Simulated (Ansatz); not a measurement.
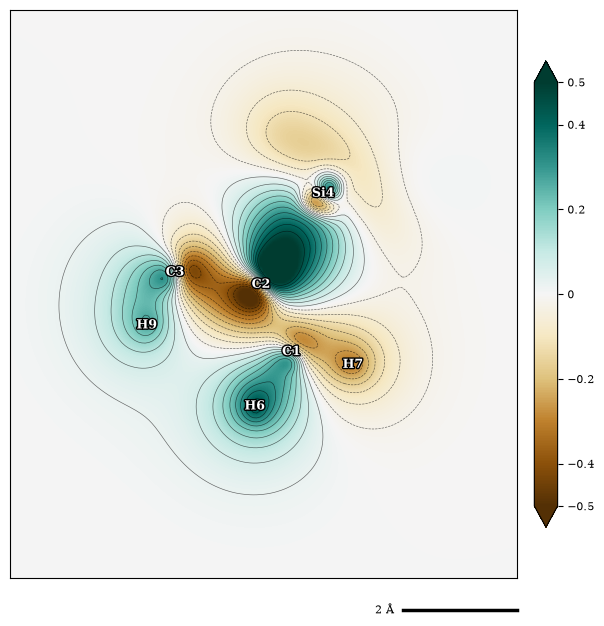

Figure. C3H8OSi. The HOMO−1 on the plane of atoms C2, C1 and H6 (values in Å⁻³ᐟ²; the overall sign is arbitrary).

Method: Ansatz 0.2.0, SCF r2SCAN0, Gaussian basis.

```xyz
13

C    -1.2668    0.7732    0.5309
C    -0.4267   -0.0195   -0.0452
C    -0.7556   -0.7560   -1.3329
Si    1.3331   -0.3311    0.6945
O     1.8912    1.0508    1.3116
H    -2.2910    1.0046    0.0702
H    -1.0845    1.3528    1.4494
H    -0.6385   -1.8242   -1.1708
H    -1.7227   -0.5098   -1.6515
H    -0.0107   -0.4838   -2.0845
H     2.1639   -0.8267   -0.3381
H     1.1686   -1.3481    1.7867
H     1.6601    1.8830    0.7945
```

Where does this orbital lie, and at what energy?

By Hirshfeld shares it lies mainly on C2 (about 30 %), Si4 (about 20 %), C1 (about 10 %), O5 (about 10 %), C3 (about 10 %) and H6 (about 5 %). Its energy is −8.24 eV.
